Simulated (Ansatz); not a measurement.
CH6FSi: several calculations on one system

## 1. Relaxation

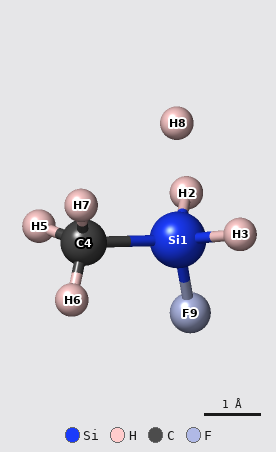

CH6FSi (multiplicity 2), before the relaxation. Style: ball-and-stick. Shown at a tilt.

The run prepares an end point of a later path (reaction) calculation, from a guessed geometry.

Theory: Ansatz, UKS revPBE/6-31G*.

The input:
```yaml
crystal:
  periodic: [false, false, false]
  atoms:
    - { symbol: Si, position_ang: [0.070132, 0.229067, 0.611534] }
    - { symbol: H, position_ang: [-0.653918, -0.99156, 0.974492] }
    - { symbol: H, position_ang: [1.457687, 0.014443, 0.076645] }
    - { symbol: C, position_ang: [-0.856271, 1.549907, -0.370965] }
    - { symbol: H, position_ang: [-1.948003, 1.453257, -0.23451] }
    - { symbol: H, position_ang: [-0.558424, 2.555249, -0.014274] }
    - { symbol: H, position_ang: [-0.633214, 1.499314, -1.452657] }
    - { symbol: H, position_ang: [-0.379969, -1.105751, -0.970348] }
    - { symbol: F, position_ang: [0.144079, 0.615974, 2.186484] }
magnetization:
  spin_polarized: true
  initial_magnetization: 1
basis:
  gaussian: { orbitals: "6-31G*" }
hamiltonian:
  xc: revpbe
relax:
  f_tol: 0.03
  max_steps: 50
```

Run as
```bash
ansatz run input.yaml --threads 1 --pin off --max-ram 2048MiB --backend cpu --events-out ev --progress --plain --runs-dir out
```

Question: Where does the relaxation end?

Answer: H8 moves most after the best rigid fit: 1.77 Å. By element the largest moves are H 1.77 Å, F 0.48 Å, Si 0.37 Å, C 0.18 Å. Near-neighbour distances that change, for instance: Si1–H8 2.118 → 4.198 Å, Si1–H2 1.465 → 1.503 Å, Si1–F9 1.623 → 1.638 Å, C4–H6 1.108 → 1.103 Å. Among the angles between lasting bonds that change: H2–Si1–F9 88.9° → 108.1°, H2–Si1–C4 118.0° → 110.5°, H2–Si1–H3 115.2° → 109.1°. Groups turn about Si1–C4 by about 30°. The energy falls by 10.3 kcal/mol in 11 geometry steps. Largest force component: 1.1 eV/Å at the start, 0.018 eV/Å at the end. The forces were under the threshold at step 8, but the run went on from there.

History of the run:

| step | E − E(0), kcal/mol | largest force component, eV/Å |
| --- | --- | --- |
| 0 | 0.00 | 1.1029 |
| 1 | -5.48 | 0.4804 |
| 2 | -6.79 | 0.2342 |
| 3 | -7.98 | 0.1399 |
| 4 | -8.81 | 0.0881 |
| 5 | -9.33 | 0.1350 |
| 6 | -9.68 | 0.3278 |
| 7 | -9.98 | 0.1875 |
| 8 | -10.17 | 0.0281 |
| 9 | -10.27 | 0.0836 |
| 10 | -10.27 | 0.2063 |
| 11 | -10.30 | 0.0177 |

The structure at the end:

```xyz
9

Si    0.0402    0.4085    0.9335
H    -0.6871   -0.9057    0.9990
H     1.4395    0.1726    0.4395
C    -0.8675    1.6091   -0.2033
H    -1.8898    1.8151    0.1578
H    -0.3332    2.5706   -0.2900
H    -0.9478    1.1732   -1.2161
H    -0.2455   -2.0391   -2.4657
F     0.1333    1.0156    2.4515
```

The end point in the same view:

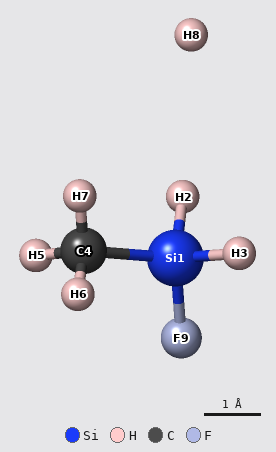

## 2. Relaxation

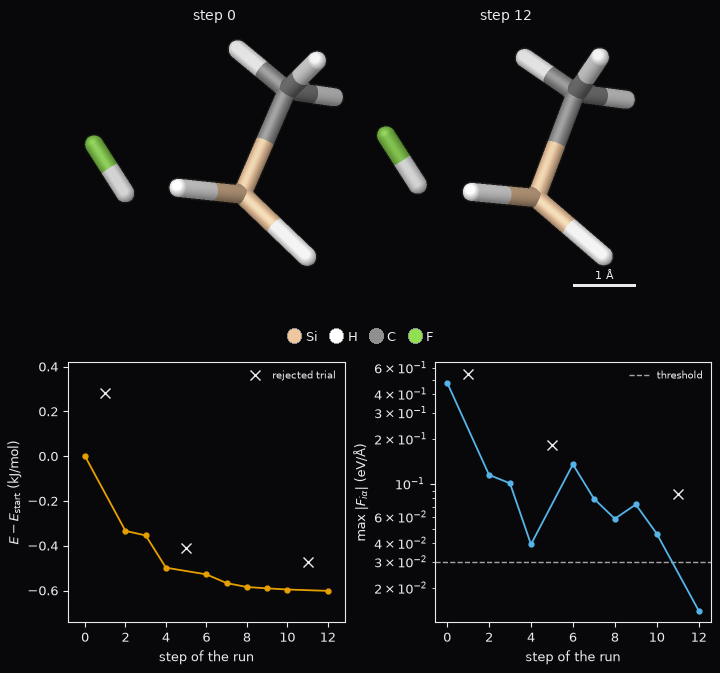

First and last geometry of a relaxation of CH$_{6}$FSi (multiplicity 2), with the history of the run. The picture is a stick view, seen at a tilt.

The run prepares an end point of a later path (reaction) calculation, from a guessed geometry.

The calculation used Ansatz, UKS revPBE/6-31G*.

Input file:
```yaml
crystal:
  periodic: [false, false, false]
  atoms:
    - { symbol: Si, position_ang: [-0.070256, -0.222816, -0.310319] }
    - { symbol: H, position_ang: [-0.187476, -0.144575, 2.345982] }
    - { symbol: H, position_ang: [1.430704, -0.127873, -0.281224] }
    - { symbol: C, position_ang: [-0.906202, 1.468504, -0.556634] }
    - { symbol: H, position_ang: [-2.004243, 1.36874, -0.582967] }
    - { symbol: H, position_ang: [-0.637739, 2.146764, 0.270376] }
    - { symbol: H, position_ang: [-0.57785, 1.927533, -1.508321] }
    - { symbol: H, position_ang: [-0.497019, -1.246162, -1.332395] }
    - { symbol: F, position_ang: [0.092181, 0.649785, 2.761901] }
magnetization:
  spin_polarized: true
  initial_magnetization: 1
basis:
  gaussian: { orbitals: "6-31G*" }
hamiltonian:
  xc: revpbe
relax:
  f_tol: 0.03
  max_steps: 50
output:
  orbitals: {}
```

Command:
```bash
ansatz run input.yaml --threads 1 --pin off --max-ram 2048MiB --backend cpu --events-out ev --progress --plain --runs-dir out
```

> Read the history and describe the run.

It converged. Over 9 accepted moves (12 points after the start) the energy falls by 0.60 kJ/mol. The largest force component goes from 0.48 to 0.014 eV/Å. The line search rejected the trial steps at points 1, 5, 11 of the run. The atom that moves furthest after the best rigid fit is H6 (0.19 Å). By element the largest moves are H 0.19 Å, F 0.16 Å, Si 0.09 Å, C 0.06 Å. Near-neighbour distances that change, for instance: H2–F9 0.939 → 0.949 Å.

| step | E − E(0), kJ/mol | largest force component, eV/Å | note |
| --- | --- | --- | --- |
| 0 | 0.00 | 0.4771 |  |
| 1 | 0.28 | 0.5483 | rejected |
| 2 | -0.33 | 0.1147 |  |
| 3 | -0.35 | 0.1007 |  |
| 4 | -0.50 | 0.0392 |  |
| 5 | -0.41 | 0.1828 | rejected |
| 6 | -0.53 | 0.1349 |  |
| 7 | -0.57 | 0.0795 |  |
| 8 | -0.58 | 0.0582 |  |
| 9 | -0.59 | 0.0726 |  |
| 10 | -0.60 | 0.0462 |  |
| 11 | -0.47 | 0.0855 | rejected |
| 12 | -0.60 | 0.0141 |  |

Limits of the set-up: the start holds two separate molecules, 2.7 Å apart at their closest, whose relative position is a soft coordinate and is computed without a dispersion correction.

## 3. Path

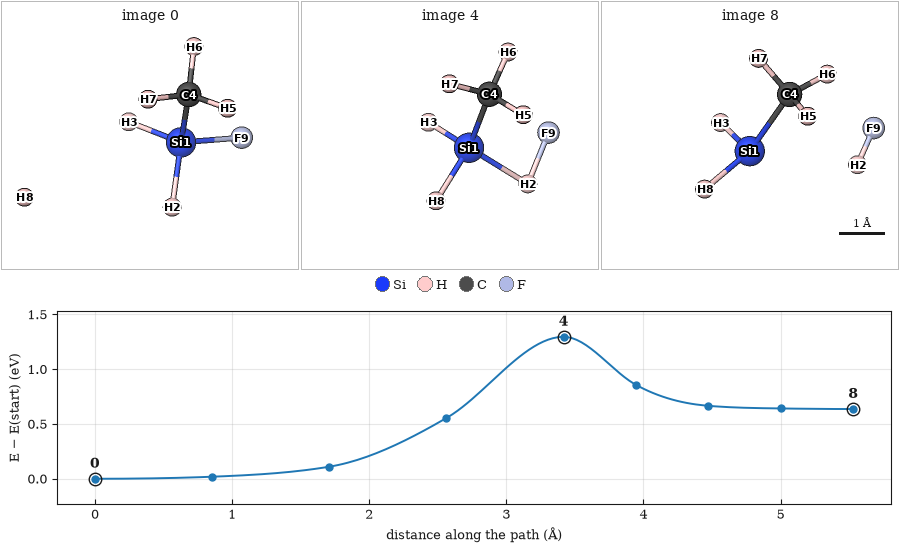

A search for the minimum-energy path of CH$_{6}$FSi (multiplicity 2), made up at the start of CH₅FSi and H by the nudged elastic band. Images are numbered from 0 (start) to 8 (end). A ball-and-stick model, seen from a free direction.

These are results of Ansatz 0.2.0, UKS revPBE/6-31G*, not measurements. Settings: 7 movable images; climbing image; force threshold 0.03 eV/Å; iteration limit 60; starting path through a guess of the saddle point.

Describe the mechanism and the energy profile.

Breaking: Si1–F9 (1.64 → 2.10 at the top → 3.26 Å), Si1–H2 (1.50 → 1.71 at the top → 2.77 Å). Forming: H2–F9 (2.54 → 1.28 at the top → 0.95 Å), Si1–H8 (4.20 → 1.52 at the top → 1.51 Å). Forward barrier 1.30 eV, backward barrier 0.66 eV, with image 4 at the top; the reaction energy is +0.64 eV. The band converged in 19 iterations. The largest component of the band force went from 6.9 to 0.018 eV/Å. The climbing image converged on the top of the path. Its vibrational analysis gives one imaginary mode (724i cm⁻¹), as a transition state must have.

Limits of the set-up: the start holds two separate molecules, 3.5 Å apart at their closest, whose relative position is a soft coordinate and is computed without a dispersion correction.

Cost: 6.3 min on 1 thread of Arm Neoverse V1, with other jobs on the host, peak memory 0.14 GiB.
